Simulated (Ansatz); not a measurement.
# CHAl (triplet): one geometry, many settings at distance Al1–H3 = 3.473 Å

Aim: run CHAl (triplet) at one geometry under a spread of methods and options, and see what each costs and gives.

Method: the settings change from run to run; program: Ansatz 0.2.0, Gaussian basis.

16 further runs of the same task are left out: 1 for a known fault of the program, 14 that didn't finish, 1 set aside as unsound or not needed.

## 1. The system

The geometry derives from a PBE0/def2-TZVP stationary point (not a proven minimum). One bond is set to the value named and the two fragments are kept rigid.

3 atoms, charge 0, spin multiplicity 3.

Atoms are counted from 1 here; the program's logs count them from 0.

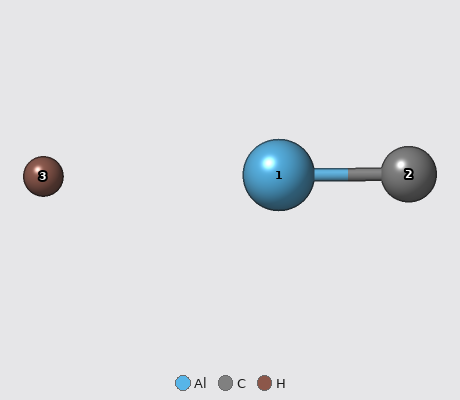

The geometry (aluminium blue, carbon grey, hydrogen brown); atoms are numbered from 1 in the order of the file.

As a file:

```
Al    0.0000    0.0000   -0.5189
C     0.0000    0.0000   -2.4351
H     0.0000    0.0000    2.9541
```

## 2. MP2 on ROHF/6-31G

in.yaml

```yaml
crystal:
  periodic: [false, false, false]
  atoms:
    - {symbol: Al, position_ang: [0.000000, 0.000000, -0.518933]}
    - {symbol: C, position_ang: [0.000000, 0.000000, -2.435133]}
    - {symbol: H, position_ang: [0.000000, 0.000000, 2.954067]}
basis:
  gaussian: {orbitals: 6-31G}
magnetization: {spin_polarized: false, initial_magnetization: 2}
hamiltonian: {pseudopotentials: {relativity: none}}
correlation: {method: mp2, electrons: outside_noble_gas}
```

The run is started by

```sh
> ansatz run in.yaml --threads 1 --pin off --events-out ev --progress --plain --max-ram 2393MiB
```

The log of the run:

```text
Functional definition: HF
  name "HF"
  cite "Fock, Z. Phys. 61, 126 (1930) doi:10.1007/BF01340294"
  parent pbe
  exchange = exact_x
  correlation = 0
297 factors; integrals over basis functions are off by at most 2.4e-4 eV
mean field evaluation 1: about -7616.1756 eV, gradient 1.3e1 eV
mean field evaluation 2: about -7616.1771 eV, gradient 1.3e1 eV
mean field evaluation 4: about -7614.9385 eV, gradient 1.9e1 eV
mean field evaluation 8: about -7618.4329 eV, gradient 8.7e0 eV
mean field evaluation 16: about -7619.1375 eV, gradient 1.6e-6 eV
mean field evaluation 32: about -7619.6639 eV, gradient 1.7e-5 eV
mean field evaluation 64: about -7619.1375 eV, gradient 3.0e-5 eV
mean field evaluation 96: about -7619.4594 eV, gradient 1.3e-4 eV
mean field evaluation 128: about -7618.4071 eV, gradient 4.5e0 eV
mean field evaluation 160: about -7619.4607 eV, gradient 1.3e-1 eV
mean field evaluation 192: about -7619.4594 eV, gradient 2.4e-5 eV
mean field -7619.66388040 eV, -280.0174828108 hartree, gradient 7.1e-7 eV, S^2 2.000000; 17 other end points of the search recorded, 0 dependent functions left out
unrestricted determinant -7622.21365434 eV, -280.1111852750 hartree, S^2 3.0005
6 core orbitals not correlated: weight in the atoms' cores, before any rotation towards them, 1.000 or more for the frozen orbitals, at most 0.000 for the correlated occupied ones
reference -7619.66388040 eV, -280.0174828108 hartree; 5, 3 occupied and 13, 15 virtual orbitals, 297 factors
second order -1.79558789 eV of doubles, -0.01216855 eV of singles
WARN: the method's energy lies above the unrestricted determinant's, so it is not that of the lowest state
Total energy: -7621.47163684 eV, -280.0839166350 hartree
```

Run time: 0.57 s. Hardware: 1 thread of Arm Neoverse V1, shared host.

The report marks this result as in doubt.

## 3. HF/6-31G

in.yaml

```yaml
crystal:
  periodic: [false, false, false]
  atoms:
    - {symbol: Al, position_ang: [0.000000, 0.000000, -0.518933]}
    - {symbol: C, position_ang: [0.000000, 0.000000, -2.435133]}
    - {symbol: H, position_ang: [0.000000, 0.000000, 2.954067]}
basis:
  gaussian: {orbitals: 6-31G}
magnetization: {spin_polarized: true, initial_magnetization: 2}
hamiltonian: {xc: hf}
scf: {lower_state_search: light}
output: {orbitals: {seedname: orbitals}}
```

The command is unchanged.

The log of the run:

```text
Functional definition: HF
  name "HF"
  cite "Fock, Z. Phys. 61, 126 (1930) doi:10.1007/BF01340294"
  parent pbe
  exchange = exact_x
  correlation = 0
297 factors; integrals over basis functions are off by at most 2.4e-4 eV
mean field evaluation 1: about -7616.5691 eV, gradient 9.1e0 eV
mean field evaluation 2: about -7616.5708 eV, gradient 9.1e0 eV
mean field evaluation 4: about -7618.3614 eV, gradient 2.6e0 eV
mean field evaluation 8: about -7618.2733 eV, gradient 5.4e-1 eV
mean field evaluation 16: about -7622.2137 eV, gradient 3.4e-5 eV
mean field evaluation 32: about -7620.9479 eV, gradient 7.8e-6 eV
mean field evaluation 64: about -7615.4223 eV, gradient 9.8e0 eV
mean field evaluation 96: about -7619.1912 eV, gradient 2.5e0 eV
mean field evaluation 128: about -7618.3823 eV, gradient 3.9e-5 eV
mean field -7622.21365434 eV, -280.1111852750 hartree, gradient 2.3e-5 eV, S^2 3.000463; 3 other end points of the search recorded, 0 dependent functions left out
reference -7622.21365434 eV, -280.1111852750 hartree; 11, 9 occupied and 13, 15 virtual orbitals, 297 factors
Total energy: -7622.21365434 eV, -280.1111852750 hartree
```

It took 0.33 s on 1 thread of Arm Neoverse V1, shared host.

From the report: ⟨S²⟩ of the determinant 3.000 (pure triplet: 2.00). The determinant is far from a pure spin state, so its energy mixes those of several spin states (harmless only where they are near-degenerate, as at dissociation).

## 4. CCSD(T)/cc-pVDZ

in.yaml

```yaml
crystal:
  periodic: [false, false, false]
  atoms:
    - {symbol: Al, position_ang: [0.000000, 0.000000, -0.518933]}
    - {symbol: C, position_ang: [0.000000, 0.000000, -2.435133]}
    - {symbol: H, position_ang: [0.000000, 0.000000, 2.954067]}
basis:
  gaussian: {orbitals: cc-pVDZ}
magnetization: {spin_polarized: true, initial_magnetization: 2}
hamiltonian: {xc: {name: PBE}, pseudopotentials: {relativity: none}}
correlation: {method: ccsd_t, electrons: outside_noble_gas}
accuracy: high
output: {forces: true}
```

Launched as before.

The log of the run, cut to the lines that bear on the results:

```text
Functional definition: PBE
  name "PBE"
  cite "Perdew, Burke & Ernzerhof, Phys. Rev. Lett. 77, 3865 (1996) doi:10.1103/PhysRevLett.77.3865"
  parent pbe
[...]
707 factors; integrals over basis functions are off by at most 3.5e-9 eV
[...]
mean field -7636.70741547 eV, -280.6438211723 hartree, gradient 6.3e-9 eV, S^2 2.949871; 5 other end points of the search recorded, 0 dependent functions left out
6 core orbitals not correlated: weight in the atoms' cores, before any rotation towards them, 1.000 or more for the frozen orbitals, at most 0.000 for the correlated occupied ones
reference -7622.43618313 eV, -280.1193630573 hartree; 5, 3 occupied and 26, 28 virtual orbitals, 707 factors
second order -3.50952004 eV of doubles, -0.29133424 eV of singles
cycle   1  -4.10327838 eV  change   -2.9e-1 eV  update   7.8e-2
[...]
cycle  42  -4.38390200 eV  change   1.2e-10 eV  update  6.5e-10
perturbative correction -0.17227725 eV, -0.0063310722 hartree
[...]
Total energy: -7626.99236238 eV, -280.2867995564 hartree
Atom 0 at     0.000000     0.000000    -0.518933 Å, force    -0.000000    -0.000000     1.280445 eV/Å
Atom 1 at     0.000000     0.000000    -2.435133 Å, force    -0.000000     0.000000    -1.250821 eV/Å
Atom 2 at     0.000000     0.000000     2.954067 Å, force    -0.000000    -0.000000    -0.029624 eV/Å
Dipole moment:    -0.000000     0.000000     0.248557 e Å
```

Run time: 15 s. Hardware: 1 thread of Arm Neoverse V1, shared host.

From the report: ⟨S²⟩ of the determinant 2.950 (pure triplet: 2.00); correlation -4.5562 eV; T1 0.043; largest double amplitude 0.09. The determinant is far from a pure spin state, so its energy mixes those of several spin states (harmless only where they are near-degenerate, as at dissociation). The orbitals are Kohn-Sham ones, so correlation energy and T1 don't compare with those on Hartree-Fock orbitals.

## 5. BCCD(T) on UHF/def2-SVPD

in.yaml

```yaml
crystal:
  periodic: [false, false, false]
  atoms:
    - {symbol: Al, position_ang: [0.000000, 0.000000, -0.518933]}
    - {symbol: C, position_ang: [0.000000, 0.000000, -2.435133]}
    - {symbol: H, position_ang: [0.000000, 0.000000, 2.954067]}
basis:
  gaussian: {orbitals: def2-SVPD}
magnetization: {spin_polarized: true, initial_magnetization: 2}
correlation: {method: bccd_t, electrons: valence, diis_vectors: 4}
accuracy: high
output: {forces: true}
```

The command is unchanged.

The log of the run, cut to the lines that bear on the results:

```text
Functional definition: HF
  name "HF"
  cite "Fock, Z. Phys. 61, 126 (1930) doi:10.1007/BF01340294"
  parent pbe
[...]
924 factors; integrals over basis functions are off by at most 3.8e-9 eV
[...]
mean field -7620.10739636 eV, -280.0337817220 hartree, gradient 8.5e-9 eV, S^2 3.005216; 18 other end points of the search recorded, 0 dependent functions left out
determinant -7620.10739636 eV, -280.0337817220 hartree, with singles and doubles -7623.89418126 eV, -280.1729435002 hartree
determinant -7619.22993952 eV, -280.0015357777 hartree, with singles and doubles -7623.07365577 eV, -280.1427897445 hartree
determinant -7619.14268130 eV, -279.9983290975 hartree, with singles and doubles -7623.14091477 eV, -280.1452614672 hartree
determinant -7618.97931328 eV, -279.9923254335 hartree, with singles and doubles -7623.04672346 eV, -280.1418000005 hartree
[...]
6 core orbitals not correlated: weight in the atoms' cores, before any rotation towards them, 1.000 or more for the frozen orbitals, at most 0.000 for the correlated occupied ones
reference -7620.10739636 eV, -280.0337817220 hartree; 5, 3 occupied and 41, 43 virtual orbitals, 924 factors
second order -2.93313159 eV of doubles, -0.00000000 eV of singles
cycle   1  -3.78572843 eV  change   -1.5e-1 eV  update   2.8e-2
[...]
cycle  54  -3.79320939 eV  change   1.5e-11 eV  update  9.6e-10
perturbative correction -0.16690197 eV, -0.0061335341 hartree
[...]
Total energy: -7624.06750771 eV, -280.1793131299 hartree
Atom 0 at     0.000000     0.000000    -0.518933 Å, force     0.000000     0.000000     1.035280 eV/Å
Atom 1 at     0.000000     0.000000    -2.435133 Å, force    -0.000000    -0.000000    -0.987617 eV/Å
Atom 2 at     0.000000     0.000000     2.954067 Å, force    -0.000000    -0.000000    -0.047663 eV/Å
Dipole moment:    -0.000000    -0.000000     0.271997 e Å
```

Wall time 30 s (1 thread of Arm Neoverse V1, shared host); peak memory 0.38 GiB.

From the report: ⟨S²⟩ of the determinant 3.005 (pure triplet: 2.00); correlation -3.9601 eV; largest double amplitude 0.08. The determinant is far from a pure spin state, so its energy mixes those of several spin states (harmless only where they are near-degenerate, as at dissociation).

## 6. CISD/def2-TZVP

in.yaml

```yaml
crystal:
  periodic: [false, false, false]
  atoms:
    - {symbol: Al, position_ang: [0.000000, 0.000000, -0.518933]}
    - {symbol: C, position_ang: [0.000000, 0.000000, -2.435133]}
    - {symbol: H, position_ang: [0.000000, 0.000000, 2.954067]}
basis:
  gaussian: {orbitals: def2-TZVP}
magnetization: {spin_polarized: false, initial_magnetization: 2}
correlation: {active_space: {ras: {orbitals: [3, 2, 63], electrons: 8, max_holes: 2, max_particles: 2}, fixed_orbitals: true}}
scf: {lower_state_search: off}
```

The command is unchanged.

The log of the run:

```text
Functional definition: HF
  name "HF"
  cite "Fock, Z. Phys. 61, 126 (1930) doi:10.1007/BF01340294"
  parent pbe
  exchange = exact_x
  correlation = 0
these checks for a lower state are left out or cut short: stability, starts, cluster_reference, orbital_swaps, neighbouring_geometries, increment
474 factors; integrals over basis functions are off by at most 1.3e-3 eV
mean field evaluation 1: about -7618.3298 eV, gradient 1.2e1 eV
mean field evaluation 2: about -7618.3350 eV, gradient 1.2e1 eV
mean field evaluation 4: about -7619.6053 eV, gradient 5.5e0 eV
mean field evaluation 8: about -7619.8854 eV, gradient 4.9e-1 eV
mean field evaluation 16: about -7619.8897 eV, gradient 4.1e-6 eV
mean field -7619.88967151 eV, -280.0257804812 hartree, gradient 4.1e-6 eV, S^2 2.000000; 0 other end points of the search recorded, 0 dependent functions left out
reference -7619.88967151 eV, -280.0257804812 hartree; 11, 9 occupied and 63, 65 virtual orbitals, 474 factors
state -7626.04767491 eV, -280.2520829321 hartree
Total energy: -7626.04767491 eV, -280.2520829321 hartree
Checks for a lower state left out: stability, starts, cluster_reference, orbital_swaps, neighbouring_geometries, increment
```

Run time: 6.5 s. Hardware: 1 thread of Arm Neoverse V1, shared host.

From the report: 84,950 determinants.

## 7. HF/6-31G

in.yaml

```yaml
crystal:
  periodic: [false, false, false]
  atoms:
    - {symbol: Al, position_ang: [0.000000, 0.000000, -0.518933]}
    - {symbol: C, position_ang: [0.000000, 0.000000, -2.435133]}
    - {symbol: H, position_ang: [0.000000, 0.000000, 2.954067]}
basis:
  gaussian: {orbitals: 6-31G}
magnetization: {spin_polarized: true, initial_magnetization: 2}
hamiltonian: {xc: hf}
output: {forces: true, orbitals: {seedname: orbitals}}
```

Launched as before.

The log of the run, cut to the lines that bear on the results:

```text
Functional definition: HF
  name "HF"
  cite "Fock, Z. Phys. 61, 126 (1930) doi:10.1007/BF01340294"
  parent pbe
[...]
297 factors; integrals over basis functions are off by at most 2.4e-4 eV
[...]
mean field -7622.21365434 eV, -280.1111852750 hartree, gradient 2.3e-5 eV, S^2 3.000463; 3 other end points of the search recorded, 0 dependent functions left out
[...]
reference -7622.21365434 eV, -280.1111852750 hartree; 11, 9 occupied and 13, 15 virtual orbitals, 297 factors
Total energy: -7622.21365434 eV, -280.1111852750 hartree
Atom 0 at     0.000000     0.000000    -0.518933 Å, force     0.000000     0.000000     1.615409 eV/Å
Atom 1 at     0.000000     0.000000    -2.435133 Å, force    -0.000000     0.000000    -1.664215 eV/Å
Atom 2 at     0.000000     0.000000     2.954067 Å, force     0.000000     0.000000     0.048807 eV/Å
Dipole moment:     0.000000    -0.000000     0.126625 e Å
```

Wall time 0.42 s (1 thread of Arm Neoverse V1, shared host).

From the report: ⟨S²⟩ of the determinant 3.000 (pure triplet: 2.00). The determinant is far from a pure spin state, so its energy mixes those of several spin states (harmless only where they are near-degenerate, as at dissociation).

## 8. MP2 on ROHF/6-31G

in.yaml

```yaml
crystal:
  periodic: [false, false, false]
  atoms:
    - {symbol: Al, position_ang: [0.000000, 0.000000, -0.518933]}
    - {symbol: C, position_ang: [0.000000, 0.000000, -2.435133]}
    - {symbol: H, position_ang: [0.000000, 0.000000, 2.954067]}
basis:
  gaussian: {orbitals: 6-31G}
magnetization: {spin_polarized: false, initial_magnetization: 2}
correlation: {method: mp2, electrons: all}
scf: {lower_state_search: light}
output: {forces: true}
```

Launched as before.

The log of the run, cut to the lines that bear on the results:

```text
Functional definition: HF
  name "HF"
  cite "Fock, Z. Phys. 61, 126 (1930) doi:10.1007/BF01340294"
  parent pbe
[...]
297 factors; integrals over basis functions are off by at most 2.4e-4 eV
[...]
mean field -7619.66388040 eV, -280.0174828108 hartree, gradient 7.1e-7 eV, S^2 2.000000; 17 other end points of the search recorded, 0 dependent functions left out
unrestricted determinant -7622.21365434 eV, -280.1111852750 hartree, S^2 3.0005
reference -7619.66388040 eV, -280.0174828108 hartree; 11, 9 occupied and 13, 15 virtual orbitals, 297 factors
second order -1.92140623 eV of doubles, -0.01229468 eV of singles
[...]
WARN: the method's energy lies above the unrestricted determinant's, so it is not that of the lowest state
Total energy: -7621.59758131 eV, -280.0885450086 hartree
Atom 0 at     0.000000     0.000000    -0.518933 Å, force    -0.000000     0.000000     3.875504 eV/Å
Atom 1 at     0.000000     0.000000    -2.435133 Å, force    -0.000000     0.000000    -3.930438 eV/Å
Atom 2 at     0.000000     0.000000     2.954067 Å, force    -0.000000     0.000000     0.054935 eV/Å
Dipole moment:     0.000000    -0.000000     0.169469 e Å
```

Run time: 0.69 s. Hardware: 1 thread of Arm Neoverse V1, shared host.

The report marks this result as in doubt.

## 9. NEVPT2(8,7)/def2-SVP

Changes to in.yaml since step 8:

```diff
@@ -7,6 +7,5 @@
 basis:
-  gaussian: {orbitals: 6-31G}
+  gaussian: {orbitals: def2-SVP}
 magnetization: {spin_polarized: false, initial_magnetization: 2}
-correlation: {method: mp2, electrons: all}
-scf: {lower_state_search: light}
+correlation: {method: sc_nevpt2, electrons: all, active_space: {window: {electrons: 8, orbitals: 7}}}
 output: {forces: true}
```

Launched as before.

The log of the run, cut to the lines that bear on the results:

```text
Functional definition: HF
  name "HF"
  cite "Fock, Z. Phys. 61, 126 (1930) doi:10.1007/BF01340294"
  parent pbe
[...]
355 factors; integrals over basis functions are off by at most 9.6e-4 eV
[...]
mean field -7617.66818695 eV, -279.9441424296 hartree, gradient 3.3e-6 eV, S^2 2.000000; 17 other end points of the search recorded, 0 dependent functions left out
reference -7617.66818695 eV, -279.9441424296 hartree; 11, 9 occupied and 26, 28 virtual orbitals, 355 factors
state -7620.48591430 eV, -280.0476919997 hartree
state -7620.48591430 eV, -280.0476919997 hartree; corrected -7623.03709515 eV, -280.1414461667 hartree
[...]
Total energy: -7623.03709515 eV, -280.1414461667 hartree
Atom 0 at     0.000000     0.000000    -0.518933 Å, force    -0.000000    -0.000000     0.731287 eV/Å
Atom 1 at     0.000000     0.000000    -2.435133 Å, force     0.000000     0.000000    -0.701714 eV/Å
Atom 2 at     0.000000     0.000000     2.954067 Å, force    -0.000000    -0.000000    -0.029573 eV/Å
Dipole moment:    -0.000000     0.000000     0.244273 e Å
```

Wall time 2.7 s (1 thread of Arm Neoverse V1, shared host).

From the report: 296 determinants; active occupations 2.00, 1.93, 1.10, 1.00, 1.00, 0.91, 0.08.

## 10. CISD/6-31G

in.yaml

```yaml
crystal:
  periodic: [false, false, false]
  atoms:
    - {symbol: Al, position_ang: [0.000000, 0.000000, -0.518933]}
    - {symbol: C, position_ang: [0.000000, 0.000000, -2.435133]}
    - {symbol: H, position_ang: [0.000000, 0.000000, 2.954067]}
basis:
  gaussian: {orbitals: 6-31G}
magnetization: {spin_polarized: false, initial_magnetization: 2}
hamiltonian: {pseudopotentials: {relativity: scalar}}
correlation: {active_space: {ras: {orbitals: [9, 2, 13], electrons: 20, max_holes: 2, max_particles: 2}, fixed_orbitals: true}}
accuracy: high
output: {forces: true}
```

Same command.

The log of the run, cut to the lines that bear on the results:

```text
Functional definition: HF
  name "HF"
  cite "Fock, Z. Phys. 61, 126 (1930) doi:10.1007/BF01340294"
  parent pbe
[...]
520 factors; integrals over basis functions are off by at most 3.2e-9 eV
[...]
mean field -7630.85087164 eV, -280.4285971562 hartree, gradient 1.4e-8 eV, S^2 2.000000; 17 other end points of the search recorded, 0 dependent functions left out
reference -7630.85087164 eV, -280.4285971562 hartree; 11, 9 occupied and 13, 15 virtual orbitals, 520 factors
state -7634.26285647 eV, -280.5539852860 hartree
[...]
Total energy: -7634.26285647 eV, -280.5539852860 hartree
Relativity: scalar
Atom 0 at     0.000000     0.000000    -0.518933 Å, force    -0.000000     0.000000     1.714645 eV/Å
Atom 1 at     0.000000     0.000000    -2.435133 Å, force     0.000000    -0.000000    -1.668642 eV/Å
Atom 2 at     0.000000     0.000000     2.954067 Å, force     0.000000    -0.000000    -0.046003 eV/Å
Dipole moment:     0.000000     0.000000     0.192327 e Å
```

Wall time 8 s (1 thread of Arm Neoverse V1, shared host).

From the report: 28,096 determinants.

## 11. All runs side by side

Where basis and cores are those of an earlier FCI/6-31G run (-7624.5487 eV), and the state is the same kind, the miss against it is given. † marks a result that the program doubts.

| level | correlated | functions | energy (eV) | from FCI (meV) | time |
| --- | --- | --- | --- | --- | --- |
| MP2 on ROHF/6-31G † | outside noble gas | 24 | -7621.4716 |  | 0.57 s |
| HF/6-31G |  | 24 | -7622.2137 | 2335.0 | 0.33 s |
| CCSD(T)/cc-pVDZ (on PBE orbitals) | outside noble gas | 37 | -7626.9924 |  | 15 s |
| BCCD(T) on UHF/def2-SVPD | valence | 52 | -7624.0675 |  | 30 s |
| CISD/def2-TZVP | valence | 74 | -7626.0477 |  | 6.5 s |
| HF/6-31G |  | 24 | -7622.2137 | 2335.0 | 0.42 s |
| MP2 on ROHF/6-31G † | all | 24 | -7621.5976 |  | 0.69 s |
| NEVPT2(8,7)/def2-SVP | all | 37 | -7623.0371 |  | 2.7 s |
| CISD/6-31G (relativity set) | all | 24 | -7634.2629 |  | 8 s |

## 12. Outcome

| quantity | value |
| --- | --- |
| runs | 9 |
| quickest | HF/6-31G, 0.33 s |
| slowest | BCCD(T) on UHF/def2-SVPD, 30 s |

What this shows: Total energies in different bases, with other cores or another treatment of relativity can't be set against each other. BCCD(T) on UHF/def2-SVPD took 89 times as long as HF/6-31G; the jobs differ in more than the method. Hartree-Fock, CASSCF and CASCI lack dynamic correlation by design.
